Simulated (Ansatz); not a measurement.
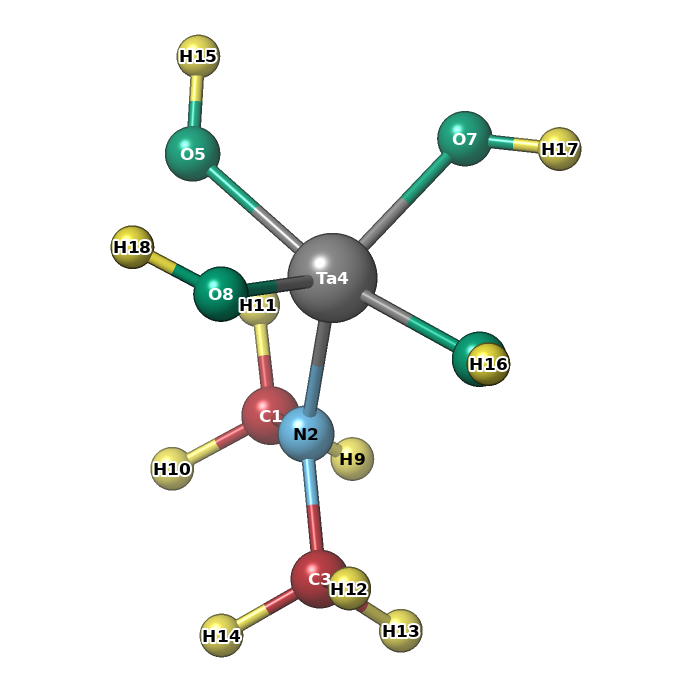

C1 lies behind N2. The molecule seen a little off the N2–C1 bond, N2 in front. Distant atoms are faded towards the background colour. The species is neutral and a spin singlet. The geometry was computed by an optimisation with PBE0-D4/def2-TZVP. No frequency run is at hand to confirm it as a minimum.

Q: What is the torsion angle Ta4–N2–C1–H9? The sign is positive where the front bond must turn clockwise to cover the back bond.

A: 119°, anticlinal.
